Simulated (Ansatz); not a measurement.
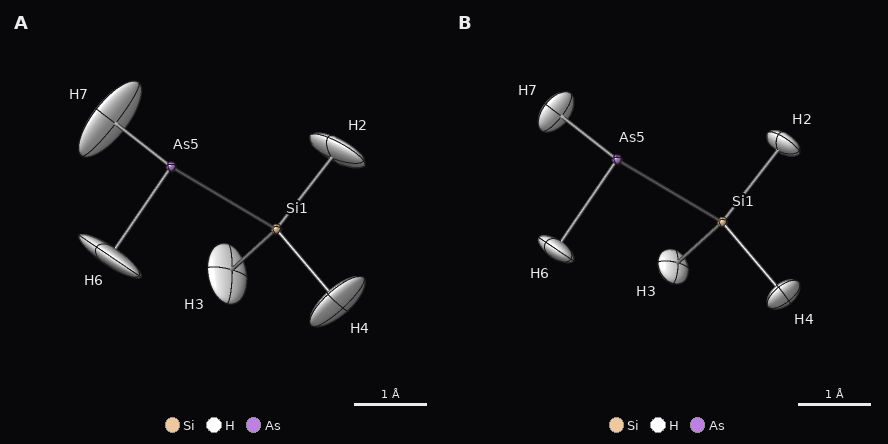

Displacement ellipsoids at the 50 % level, from the internal vibrations of the free molecule (harmonic, no overall translation or rotation; no half-axis is drawn under 0.075 Å). Vibrations computed with RKS PBE0-D4/def2-TZVP (Ansatz 0.2.0). One panel is for 100 K, the other for 600 K.

> Which panel is for 600 K?

A.

> How much does the mean-square displacement of H6 grow, and why?

U_eq goes from 0.0275 to 0.0784 Å², a factor of 2.9. Modes below kT (417 cm⁻¹ at 600 K) grow about in proportion to T, and the lowest lies at 154 cm⁻¹; the mean-square amplitude of a mode is its zero-point value times coth(ħω/2kT), which comes close to 1 only above about 3kT.
